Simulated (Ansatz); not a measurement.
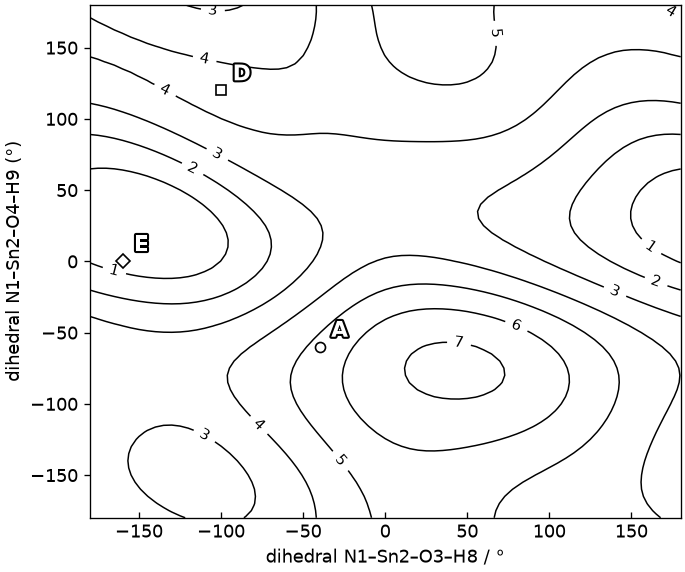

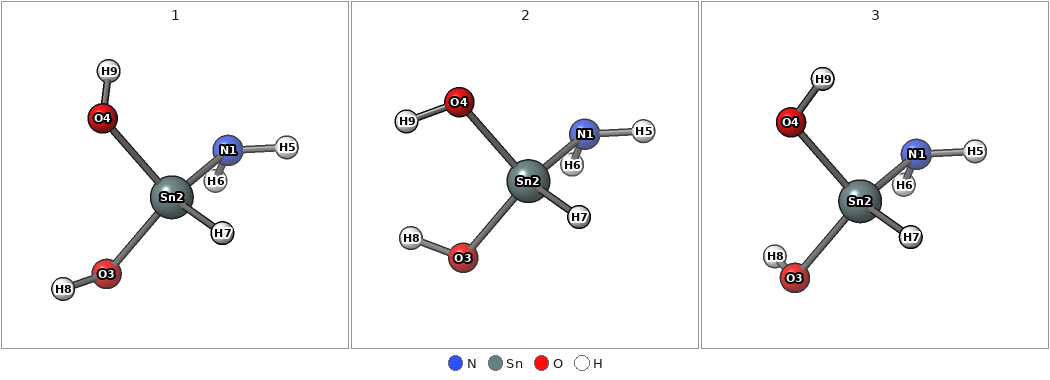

H₅NO₂Sn, SMILES [NH2][SnH]([OH])[OH]. 
- The first coordinate is: dihedral N1–Sn2–O3–H8; the second: dihedral N1–Sn2–O4–H9.
- Nothing is relaxed (all other coordinates rigid).
- Grid: 18 × 18 points.
- Points are written as (first, second).
- All energies are given in kcal/mol relative to the relaxed molecule at the same level.
- These are results of Ansatz, RKS SPW92 (LDA)/def2-SVP, not measurements.

The picture shows contour lines labelled in kcal/mol, lettered points. Between grid points the surface is interpolated. The numbered pictures are the structures at these points, in random order.

**Which structure belongs to which point?**

A is structure 3: (−40°, −60°), 5.27 kcal/mol; D is structure 2: (−100°, 120°), 4.24 kcal/mol; E is structure 1: (−160°, 0°), 0.61 kcal/mol.
